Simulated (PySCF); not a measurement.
Coordinates of C₂H₇F₃OSi₂, SMILES O[SiH2][C@@H]([SiH3])C(F)(F)F (Å):

```xyz
15

O     -1.0273     2.0256     0.7263
Si    -1.4710     0.4730     0.3050
C      0.0750    -0.1852    -0.5621
Si     1.6499     0.6360     0.1420
C      0.1341    -1.6864    -0.5447
F      0.4977    -2.1528     0.6591
F     -1.0627    -2.2379    -0.8259
F      0.9994    -2.1772    -1.4360
H     -1.5901     2.5162     1.3310
H     -1.7853    -0.3525     1.5077
H     -2.6445     0.4768    -0.6164
H      0.0068     0.1188    -1.6204
H      1.7625     2.0077    -0.4247
H      2.8342    -0.1700    -0.2784
H      1.6046     0.6894     1.6301
```

GIAO shifts, PBE0/pcSseg-1 in PySCF, at a PBE0-D3(BJ)/def2-SVP geometry (no frequency check), against TMS for ²⁹Si computed at the same level. Gas phase, fully decoupled, line heights follow the number of nuclei, widths are arbitrary (no quadrupolar broadening); values of one conformer, averaged over methyl-type rotors and exact or near symmetry; other conformers aren't averaged in.

Q: Which ²⁹Si signals does it give?

A: 2 signals.


| δ (ppm) | nuclei | atoms |
| --- | --- | --- |
| −13.4 | 1 | Si2 |
| −69.4 | 1 | Si4 |

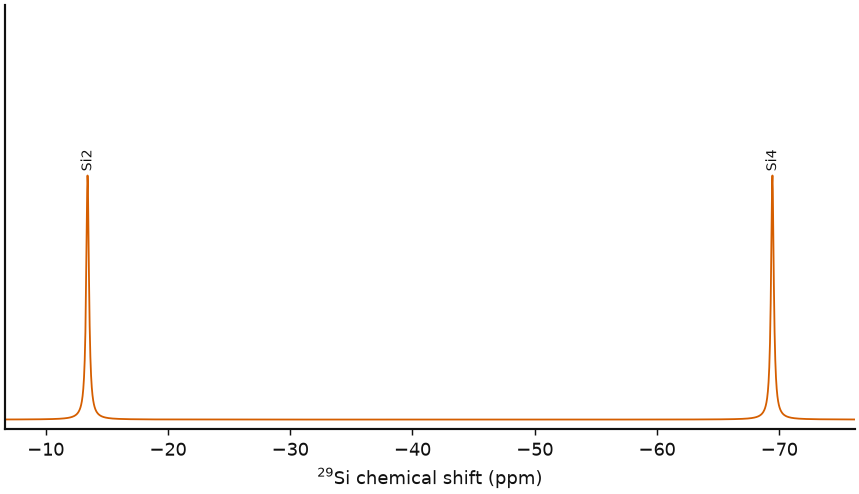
